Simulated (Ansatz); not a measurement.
**CH₇NO₃Ti: single points with varied inputs**

Aim: run CH₇NO₃Ti under a spread of inputs, and see what each costs and gives.

Program: Ansatz 0.2.0, Gaussian basis. Level of theory: the settings change from run to run. These are calculated values, not measurements.

## Step 1: The relaxed structure

The structure was relaxed beforehand with PBE0-D4 in a triple-zeta def2 set.

13 atoms, charge 0, spin multiplicity 1.

Atoms are counted from 1 here; the program's logs count them from 0.

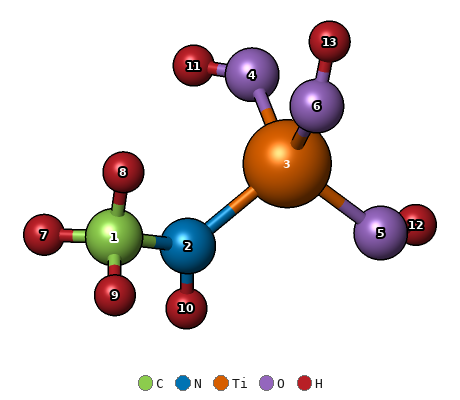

The geometry (carbon green, nitrogen blue, titanium orange, oxygen purple, hydrogen red); atoms are numbered from 1 in the order of the file.

Coordinates:

| atom | x (Å) | y (Å) | z (Å) |
| --- | --- | --- | --- |
| C1 | 1.25849 | -1.55083 | 0.33599 |
| N2 | 0.72893 | -0.51589 | -0.52075 |
| Ti3 | -0.49363 | 0.83730 | -0.09774 |
| O4 | -2.19289 | 0.25629 | -0.32049 |
| O5 | -0.18703 | 2.19928 | -1.24701 |
| O6 | -0.25803 | 1.25158 | 1.64959 |
| H7 | 1.00958 | -2.55613 | -0.02678 |
| H8 | 0.84078 | -1.44953 | 1.33984 |
| H9 | 2.34881 | -1.48670 | 0.43034 |
| H10 | 1.16152 | -0.50281 | -1.43592 |
| H11 | -2.52480 | -0.58999 | -0.61945 |
| H12 | -0.78017 | 2.67801 | -1.82566 |
| H13 | -0.89107 | 1.39462 | 2.35283 |

## Step 2: MP2/6-31G

Options: charge -1, multiplicity 2, correlated electrons set to all.

in.yaml reads:

```yaml
crystal:
  periodic: [false, false, false]
  atoms:
    - {symbol: C, position_ang: [1.258492, -1.550834, 0.335995]}
    - {symbol: N, position_ang: [0.728934, -0.515885, -0.520750]}
    - {symbol: Ti, position_ang: [-0.493627, 0.837304, -0.097745]}
    - {symbol: O, position_ang: [-2.192887, 0.256294, -0.320494]}
    - {symbol: O, position_ang: [-0.187032, 2.199276, -1.247011]}
    - {symbol: O, position_ang: [-0.258028, 1.251578, 1.649593]}
    - {symbol: H, position_ang: [1.009584, -2.556133, -0.026775]}
    - {symbol: H, position_ang: [0.840775, -1.449531, 1.339841]}
    - {symbol: H, position_ang: [2.348809, -1.486701, 0.430341]}
    - {symbol: H, position_ang: [1.161519, -0.502809, -1.435918]}
    - {symbol: H, position_ang: [-2.524801, -0.589990, -0.619454]}
    - {symbol: H, position_ang: [-0.780169, 2.678011, -1.825656]}
    - {symbol: H, position_ang: [-0.891070, 1.394620, 2.352834]}
basis:
  gaussian: {orbitals: 6-31G}
total_charge: -1
magnetization: {spin_polarized: true, initial_magnetization: 1}
hamiltonian: {xc: {name: HF}}
correlation: {method: mp2, electrons: all}
```

The run is started by

```
$ ansatz run in.yaml --threads 4 --pin off --events-out ev --progress --plain --max-ram 11315MiB
```

Log:

```text
Functional definition: HF
  name "HF"
  cite "Fock, Z. Phys. 61, 126 (1930) doi:10.1007/BF01340294"
  parent pbe
  exchange = exact_x
  correlation = 0
1112 factors; integrals over basis functions are off by at most 4.0e-4 eV
mean field evaluation 1: about -31810.0255 eV, gradient 4.2e1 eV
mean field evaluation 2: about -31810.0369 eV, gradient 4.2e1 eV
mean field evaluation 4: about -31818.2494 eV, gradient 3.8e0 eV
mean field evaluation 8: about -31818.4495 eV, gradient 2.5e-1 eV
mean field evaluation 16: about -31818.4519 eV, gradient 3.0e-6 eV
mean field evaluation 32: about -31820.3640 eV, gradient 1.3e-1 eV
mean field evaluation 64: about -31816.1640 eV, gradient 5.1e0 eV
mean field evaluation 96: about -31820.1784 eV, gradient 1.6e0 eV
mean field evaluation 128: about -31820.3526 eV, gradient 1.4e0 eV
mean field -31820.36418007 eV, -1169.3768149999 hartree, gradient 2.2e-6 eV, S^2 0.752070; 19 other end points of the search recorded, 0 dependent functions left out
reference -31820.36418007 eV, -1169.3768149999 hartree; 34, 33 occupied and 54, 55 virtual orbitals, 1112 factors
second order -21.43338807 eV of doubles, -0.00000000 eV of singles
Total energy: -31841.79756813 eV, -1170.1644774833 hartree
```

Run time: 3.8 s. Hardware: 4 threads of AMD EPYC 9R45, shared host; peak memory 0.3 GiB.

⟨S²⟩ 0.752.

## Step 3: HSE06/def2-mTZVPP

Set apart from the defaults: atoms shaken by 0.08 Å, the search for lower states set to light.

in.yaml reads:

```yaml
crystal:
  periodic: [false, false, false]
  atoms:
    - {symbol: C, position_ang: [1.382440, -1.497999, 0.261099]}
    - {symbol: N, position_ang: [0.583974, -0.387908, -0.281358]}
    - {symbol: Ti, position_ang: [-0.488836, 0.656281, -0.174186]}
    - {symbol: O, position_ang: [-2.298740, 0.150964, -0.341302]}
    - {symbol: O, position_ang: [-0.223017, 2.219752, -1.306308]}
    - {symbol: O, position_ang: [-0.108604, 1.168200, 1.604668]}
    - {symbol: H, position_ang: [1.075108, -2.506676, 0.089694]}
    - {symbol: H, position_ang: [0.948012, -1.394941, 1.344859]}
    - {symbol: H, position_ang: [2.340626, -1.605275, 0.396084]}
    - {symbol: H, position_ang: [1.148154, -0.495719, -1.574902]}
    - {symbol: H, position_ang: [-2.668353, -0.434927, -0.496156]}
    - {symbol: H, position_ang: [-0.920288, 2.618320, -1.637616]}
    - {symbol: H, position_ang: [-0.733731, 1.431896, 2.420234]}
basis:
  gaussian: {orbitals: def2-mTZVPP}
hamiltonian: {xc: {name: HSE06}}
scf: {lower_state_search: light}
```

The command is unchanged.

Log, shortened:

```text
Functional definition: HSE06
  name "HSE06"
  cite "Heyd, Scuseria & Ernzerhof, J. Chem. Phys. 118, 8207 (2003) doi:10.1063/1.1564060"
  cite "Krukau, Vydrov, Izmaylov & Scuseria, J. Chem. Phys. 125, 224106 (2006) doi:10.1063/1.2404663"
  cite "Heyd & Scuseria, J. Chem. Phys. 120, 7274 (2004) doi:10.1063/1.1668634"
  cite "Ernzerhof & Perdew, J. Chem. Phys. 109, 3313 (1998) doi:10.1063/1.476928"
  cite "Perdew, Burke & Ernzerhof, Phys. Rev. Lett. 77, 3865 (1996) doi:10.1103/PhysRevLett.77.3865"
  parent pbe
[...]
  # The whole range is PBE's own exchange, as in plane waves. The composition of these papers is wPBEh.
[...]
1616 factors; their error is unknown
133 factors; integrals over basis functions are off by at most 2.4e-7 eV
[...]
mean field -31880.64866185 eV, -1171.5922288432 hartree, gradient 5.3e-5 eV, S^2 0.000000; 0 other end points of the search recorded, 0 dependent functions left out
reference -31880.64870179 eV, -1171.5922303109 hartree; 33, 33 occupied and 150, 150 virtual orbitals, 1616 factors
Total energy: -31880.64870179 eV, -1171.5922303109 hartree
```

It took 1.2 s on 4 threads of AMD EPYC 9R45, shared host; peak memory 0.47 GiB.

## Step 4: SVWN5/cc-pVTZ

Set apart from the defaults: atoms shaken by 0.03 Å, high accuracy, the search for lower states set to light.

in.yaml reads:

```yaml
crystal:
  periodic: [false, false, false]
  atoms:
    - {symbol: C, position_ang: [1.273209, -1.513567, 0.388129]}
    - {symbol: N, position_ang: [0.796403, -0.492698, -0.521193]}
    - {symbol: Ti, position_ang: [-0.443457, 0.848510, -0.131483]}
    - {symbol: O, position_ang: [-2.217810, 0.271261, -0.309710]}
    - {symbol: O, position_ang: [-0.140119, 2.174380, -1.239756]}
    - {symbol: O, position_ang: [-0.298642, 1.232951, 1.689170]}
    - {symbol: H, position_ang: [1.050004, -2.576855, -0.034268]}
    - {symbol: H, position_ang: [0.829302, -1.447794, 1.308964]}
    - {symbol: H, position_ang: [2.360386, -1.440254, 0.440303]}
    - {symbol: H, position_ang: [1.194629, -0.500666, -1.436634]}
    - {symbol: H, position_ang: [-2.530784, -0.634643, -0.651047]}
    - {symbol: H, position_ang: [-0.743504, 2.710430, -1.834607]}
    - {symbol: H, position_ang: [-0.858788, 1.357064, 2.325258]}
basis:
  gaussian: {orbitals: cc-pVTZ}
hamiltonian: {xc: {name: SVWN5}}
accuracy: high
scf: {lower_state_search: light}
output: {forces: true}
```

Launched as before.

Log, shortened:

```text
Functional definition: SVWN5
  name "SVWN5"
  cite "Dirac, Proc. Camb. Phil. Soc. 26, 376 (1930) doi:10.1017/S0305004100016108"
  cite "Slater, Phys. Rev. 81, 385 (1951) doi:10.1103/PhysRev.81.385"
  cite "Vosko, Wilk & Nusair, Can. J. Phys. 58, 1200 (1980) doi:10.1139/p80-159"
[...]
5824 factors; integrals over basis functions are off by at most 1.7e-8 eV
[...]
mean field -31785.34206917 eV, -1168.0897761634 hartree, gradient 6.0e-8 eV, S^2 0.000000; 0 other end points of the search recorded, 0 dependent functions left out
[...]
reference -31785.34207690 eV, -1168.0897764475 hartree; 33, 33 occupied and 283, 283 virtual orbitals, 5824 factors
Total energy: -31785.34207690 eV, -1168.0897764475 hartree
Atom 0 at     1.273209    -1.513567     0.388129 Å, force     0.746154    -1.364402    -4.148336 eV/Å
[...]
Atom 3 at    -2.217810     0.271261    -0.309710 Å, force     0.680179    -1.370420    -0.737607 eV/Å
Atom 4 at    -0.140119     2.174380    -1.239756 Å, force    -0.747273     1.549714    -1.620566 eV/Å
Atom 5 at    -0.298642     1.232951     1.689170 Å, force     5.607021    -1.472750    -7.563839 eV/Å
Atom 6 at     1.050004    -2.576855    -0.034268 Å, force     0.223795     1.266564     0.592492 eV/Å
Atom 7 at     0.829302    -1.447794     1.308964 Å, force    -1.162322     0.374680     2.640110 eV/Å
Atom 8 at     2.360386    -1.440254     0.440303 Å, force     0.409964    -0.094151     0.429200 eV/Å
Atom 9 at     1.194629    -0.500666    -1.436634 Å, force     0.611700    -0.146993    -0.912855 eV/Å
Atom 10 at    -2.530784    -0.634643    -0.651047 Å, force     0.673520     1.774410     0.689195 eV/Å
Atom 11 at    -0.743504     2.710430    -1.834607 Å, force     0.908027    -0.752764     0.870353 eV/Å
Atom 12 at    -0.858788     1.357064     2.325258 Å, force    -5.529617     1.207097     6.185797 eV/Å
Dipole moment:    -0.061004    -0.310192    -0.311281 e Å
```

Wall time 15 s (4 threads of AMD EPYC 9R45, shared host); peak memory 3.2 GiB.

Largest force 9.530 eV/Å, dipole 2.13 D.

## Step 5: SPW92/def2-TZVPP

in.yaml reads:

```yaml
crystal:
  periodic: [false, false, false]
  atoms:
    - {symbol: C, position_ang: [1.258492, -1.550834, 0.335995]}
    - {symbol: N, position_ang: [0.728934, -0.515885, -0.520750]}
    - {symbol: Ti, position_ang: [-0.493627, 0.837304, -0.097745]}
    - {symbol: O, position_ang: [-2.192887, 0.256294, -0.320494]}
    - {symbol: O, position_ang: [-0.187032, 2.199276, -1.247011]}
    - {symbol: O, position_ang: [-0.258028, 1.251578, 1.649593]}
    - {symbol: H, position_ang: [1.009584, -2.556133, -0.026775]}
    - {symbol: H, position_ang: [0.840775, -1.449531, 1.339841]}
    - {symbol: H, position_ang: [2.348809, -1.486701, 0.430341]}
    - {symbol: H, position_ang: [1.161519, -0.502809, -1.435918]}
    - {symbol: H, position_ang: [-2.524801, -0.589990, -0.619454]}
    - {symbol: H, position_ang: [-0.780169, 2.678011, -1.825656]}
    - {symbol: H, position_ang: [-0.891070, 1.394620, 2.352834]}
basis:
  gaussian: {orbitals: def2-TZVPP}
hamiltonian: {xc: {name: SPW92}}
output: {forces: true}
```

Same command.

Log, shortened:

```text
Functional definition: SPW92
  name "SPW92"
  cite "Dirac, Proc. Camb. Phil. Soc. 26, 376 (1930) doi:10.1017/S0305004100016108"
  cite "Slater, Phys. Rev. 81, 385 (1951) doi:10.1103/PhysRev.81.385"
  cite "Perdew & Wang, Phys. Rev. B 45, 13244 (1992) doi:10.1103/PhysRevB.45.13244"
[...]
1633 factors; their error is unknown
[...]
mean field -31785.45332407 eV, -1168.0938647056 hartree, gradient 2.7e-5 eV, S^2 0.000000; 0 other end points of the search recorded, 0 dependent functions left out
[...]
reference -31785.45337850 eV, -1168.0938667056 hartree; 33, 33 occupied and 284, 284 virtual orbitals, 1633 factors
Total energy: -31785.45337850 eV, -1168.0938667056 hartree
Atom 0 at     1.258492    -1.550834     0.335995 Å, force    -0.223048     0.422496    -0.359380 eV/Å
Atom 1 at     0.728934    -0.515885    -0.520750 Å, force    -0.136768    -0.147393     0.609578 eV/Å
[...]
Atom 3 at    -2.192887     0.256294    -0.320494 Å, force     0.417102     0.596511     0.209872 eV/Å
Atom 4 at    -0.187032     2.199276    -1.247011 Å, force     0.339578    -0.472064     0.497891 eV/Å
Atom 5 at    -0.258028     1.251578     1.649593 Å, force     0.378259    -0.167095    -0.634915 eV/Å
Atom 6 at     1.009584    -2.556133    -0.026775 Å, force    -0.062614    -0.263562    -0.086949 eV/Å
Atom 7 at     0.840775    -1.449531     1.339841 Å, force    -0.128713     0.045470     0.289139 eV/Å
Atom 8 at     2.348809    -1.486701     0.430341 Å, force     0.292246     0.011477     0.025265 eV/Å
Atom 9 at     1.161519    -0.502809    -1.435918 Å, force     0.176236     0.036609    -0.446348 eV/Å
Atom 10 at    -2.524801    -0.589990    -0.619454 Å, force    -0.227058    -0.546463    -0.191024 eV/Å
Atom 11 at    -0.780169     2.678011    -1.825656 Å, force    -0.371514     0.308991    -0.379271 eV/Å
Atom 12 at    -0.891070     1.394620     2.352834 Å, force    -0.393568     0.086827     0.460514 eV/Å
Dipole moment:    -0.177816    -0.357971    -0.148376 e Å
```

It took 1.3 s on 4 threads of AMD EPYC 9R45, shared host; peak memory 0.5 GiB.

Largest force 0.766 eV/Å, dipole 2.05 D.

[end of part 1 of 2]
